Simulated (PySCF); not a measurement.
## Electronic structure of C$_{5}$H$_{10}$AlN in real space

| atom | x (Å) | y (Å) | z (Å) |
| --- | --- | --- | --- |
| C | 0.0222 | 0.5064 | 2.7480 |
| N | 0.6572 | 0.4538 | 1.7976 |
| Al | 1.0401 | -0.3603 | 0.0078 |
| C | 2.4850 | 0.6565 | -0.9062 |
| C | -0.8973 | -0.2107 | -0.5165 |
| C | -1.2066 | 0.3653 | -1.6783 |
| C | -1.9672 | -0.8942 | 0.2954 |
| H | -0.5624 | 0.5667 | 3.6280 |
| H | 1.3734 | -1.7116 | 0.7266 |
| H | 2.4772 | 1.7323 | -0.6956 |
| H | 2.4477 | 0.5617 | -1.9981 |
| H | 3.4745 | 0.2933 | -0.6042 |
| H | -0.4503 | 0.8706 | -2.2632 |
| H | -2.2069 | 0.3749 | -2.0990 |
| H | -1.5747 | -1.8230 | 0.7135 |
| H | -2.2626 | -0.2550 | 1.1305 |
| H | -2.8564 | -1.1147 | -0.2964 |

Geometry: GFN2-xTB.

Theory: PySCF 2.14.0, PBE0/pcSseg-1, SCF density, gas phase, non-relativistic.

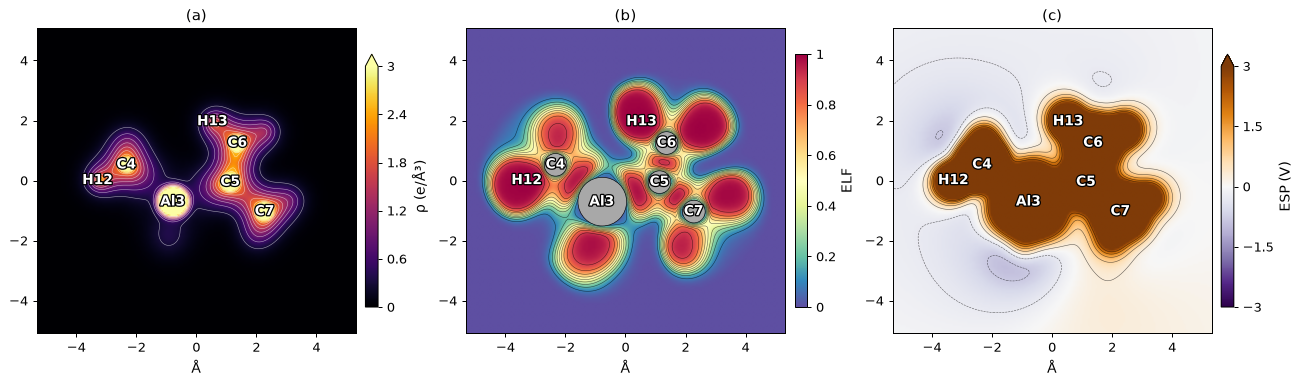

Figure 1. (a) electron density; (b) electron localisation function; (c) electrostatic potential on the plane of atoms Al3, C5 and C7. Grey discs cover the atomic cores in the ELF map.

**What does the map show?**

The plane passes through Al, C and H nuclei. C–C (1.33 Å): ρ at the midpoint is about 2.3 e/Å³; the ELF peaks at about 0.90 between the atoms; a multiple bond. C–Al (1.99 Å): ρ is about 0.68 e/Å³ halfway; the ELF peaks at about 0.95 between the atoms; a polar covalent bond. C–H (1.08 Å): the density is about 2 e/Å³ at the midpoint; the ELF climbs to about 1 towards the hydrogen, as it does in any bond to H (an ordinary covalent bond to hydrogen). C–C (1.51 Å): ρ at the midpoint is about 1.7 e/Å³; the ELF peaks at about 0.95 between the atoms (localised, covalent bonding). Outside the dense part of the molecule the potential is most negative (−0.9 V) near H9, which lies off the plane.

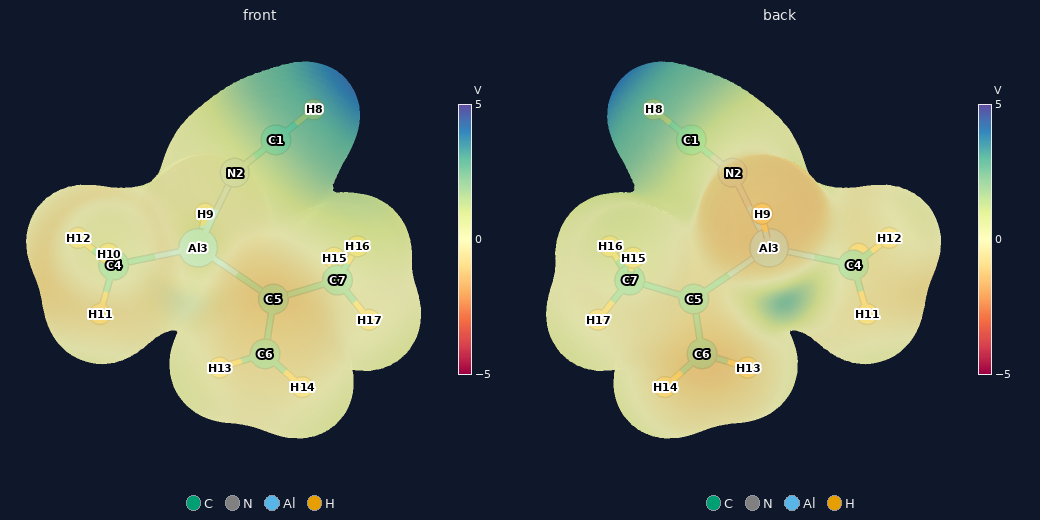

Figure 2. The molecular electrostatic potential painted on the density surface at 0.004 e/bohr³, seen from the front and from behind; red is negative and blue positive.

**Where is the surface potential most negative and most positive?**

The most negative region (about −1.3 V, or −30 kcal/mol for a unit charge) lies over C5, C6 and H9, the most positive (about +4.1 V, or +95 kcal/mol for a unit charge) over H8.

**How polar is the molecule by this calculation?**

Its dipole moment is 5.54 D.
